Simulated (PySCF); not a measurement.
O$_{3}$ (ozone)

```xyz
3

O    -1.0464   -0.2436   -0.0040
O    -0.0050    0.4182   -0.0234
O     1.0743   -0.1797    0.0022
```

Geometry: PBE0-D3(BJ)/def2-SVP.

These are results of CAM-B3LYP/def2-SVPD, SCF density, gas phase in PySCF 2.14.0, not measurements.

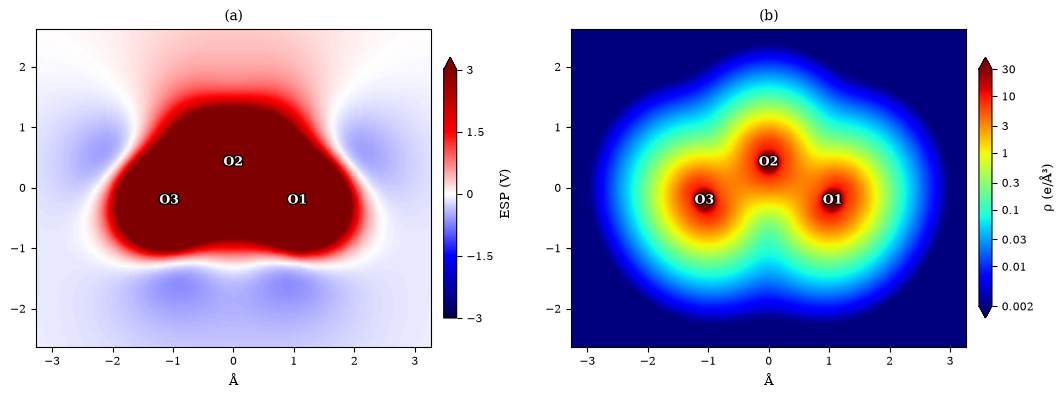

Figure 1. (a) molecular electrostatic potential; (b) electron density on the molecular plane.

**Read the bonding off the picture.**

The section cuts through O sites. O–O (1.23 Å): ρ at the midpoint is about 3.4 e/Å³. Outside the dense part of the molecule the potential is most negative (−0.7 V) near O1 and O3.

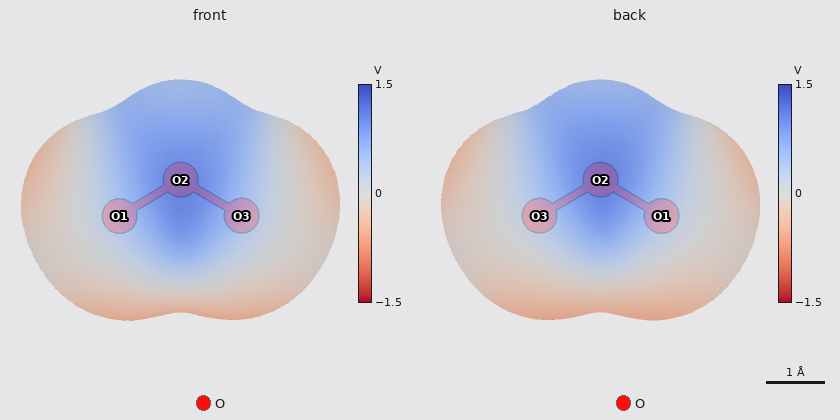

Figure 2. The molecular electrostatic potential painted on the density surface at 0.001 e/bohr³, seen from the front and from behind; the colour scale runs from red (negative) to blue (positive).

**Where is the surface potential most negative and most positive?**

The most negative region (about −0.5 V, or −12 kcal/mol for a unit charge) lies over O1 and O3, the most positive (about +1.1 V, or +25 kcal/mol for a unit charge) over O2.

**How polar is the molecule by this calculation?**

Its dipole moment is 0.69 D.
